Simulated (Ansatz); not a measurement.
Consider BH3O2···SiH4.

Input

```
crystal:
  periodic: [false, false, false]
  atoms:
    - { symbol: B, position_ang: [-0.139773, -0.34224, -0.04305] }
    - { symbol: O, position_ang: [-0.052148, -0.925279, 1.214456] }
    - { symbol: H, position_ang: [-0.884318, -0.853084, 1.70064] }
    - { symbol: O, position_ang: [0.943003, -0.375157, -0.860568] }
    - { symbol: H, position_ang: [1.688408, -0.822929, -0.427792] }
    - { symbol: H, position_ang: [-1.145189, 0.166269, -0.44647] }
    - { symbol: Si, position_ang: [0.189152, 2.581785, 1.113581] }
    - { symbol: H, position_ang: [0.767676, 3.567968, 2.070925] }
    - { symbol: H, position_ang: [0.938173, 2.645974, -0.166716] }
    - { symbol: H, position_ang: [-1.237207, 2.931445, 0.864767] }
    - { symbol: H, position_ang: [0.256022, 1.228048, 1.683027] }
basis:
  gaussian: { orbitals: "6-31G*" }
hamiltonian:
  xc: b3lyp
  dispersion: d4
relax:
  f_tol: 0.03
  max_steps: 50
output:
  orbitals: {}
```

Launched as:

```sh
ansatz run input.yaml --threads 2 --pin off --max-ram 3072MiB --backend cpu --events-out ev --progress --plain --runs-dir out
```

The fields are those of the run's last geometry, not of the input's.

Computed with Ansatz, RKS B3LYP-D4/6-31G*.

Question: What will maps of the electron density and electron localisation function show?

Answer: B–O (1.36 Å): the density is about 2.1 e/Å³ at the midpoint; the ELF peaks at about 0.90 between the atoms: a polar covalent bond.
O–H (0.97 Å): the density is about 3.6 e/Å³ at the midpoint; the ELF climbs to about 1 towards the hydrogen, as it does in any bond to H: an ordinary covalent bond to hydrogen.
B–H (1.20 Å): ρ at the midpoint is about 1.3 e/Å³; the ELF climbs to about 1 towards the hydrogen; an ordinary covalent bond to hydrogen.

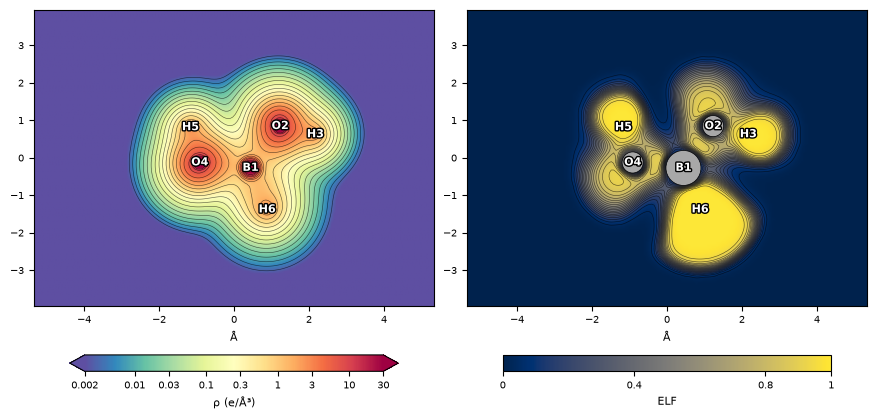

Computed electron density and electron localisation function on the plane of atoms O4, B1 and H6, in this order. Grey discs cover the atomic cores in the ELF map. 
